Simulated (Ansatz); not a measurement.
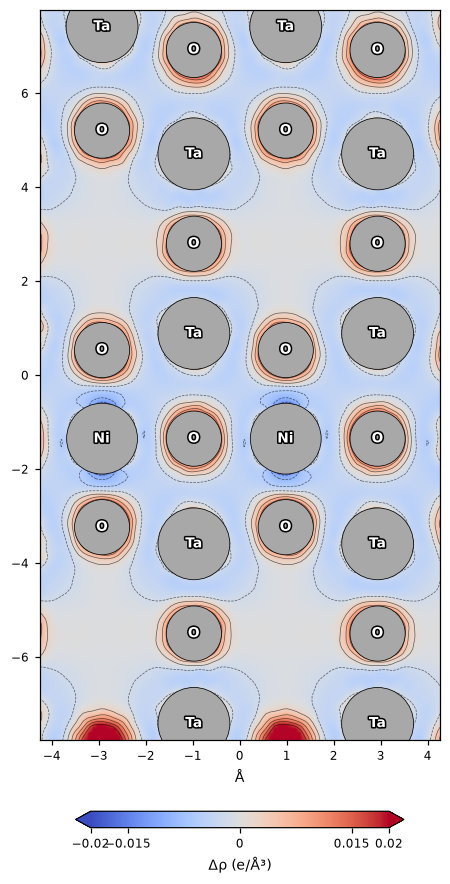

Ta$_{4}$NiO$_{11}$. Difference of the valence pseudo-densities of two functionals at the same geometry, on the (001) plane of the calculation cell: PBE less PBEsol.

Space group Cmmm; a generated structure, not necessarily the stable one; spin-polarised.

Both computed with Ansatz (plane waves, PAW), on the same k-point mesh. Grey discs cover the atomic cores.

```cif
data_structure
_symmetry_space_group_name_H-M 'P 1'
_symmetry_Int_Tables_number 1
_cell_length_a 3.9099
_cell_length_b 14.9580
_cell_length_c 3.8859
_cell_angle_alpha 90.000
_cell_angle_beta 90.000
_cell_angle_gamma 82.490
_cell_volume 225.32
loop_
_atom_site_label
_atom_site_type_symbol
_atom_site_fract_x
_atom_site_fract_y
_atom_site_fract_z
_atom_site_occupancy
Ta1 Ta 0.20437 0.59126 0.00000 1
Ta2 Ta 0.92451 0.15098 0.00000 1
Ta3 Ta 0.07549 0.84902 0.00000 1
Ta4 Ta 0.79563 0.40874 0.00000 1
Ni1 Ni 0.50000 0.00000 0.00000 1
O1 O 0.13987 0.72026 0.00000 1
O2 O 0.72107 0.55786 0.00000 1
O3 O 0.43645 0.12710 0.00000 1
O4 O 0.56355 0.87290 0.00000 1
O5 O 0.00000 0.00000 0.00000 1
O6 O 0.86013 0.27974 0.00000 1
O7 O 0.27893 0.44214 0.00000 1
O8 O 0.92790 0.14420 0.50000 1
O9 O 0.07210 0.85580 0.50000 1
O10 O 0.79436 0.41128 0.50000 1
O11 O 0.20564 0.58872 0.50000 1
```

Where does the change of functional move the electrons?

Answer. Against PBEsol, PBE gives a change of −0.007 e/Å³ at the midpoint of Ni–O, −0.005 e/Å³ at the midpoint of Ta–O and −0.005 e/Å³ at the midpoint of Ni–O.
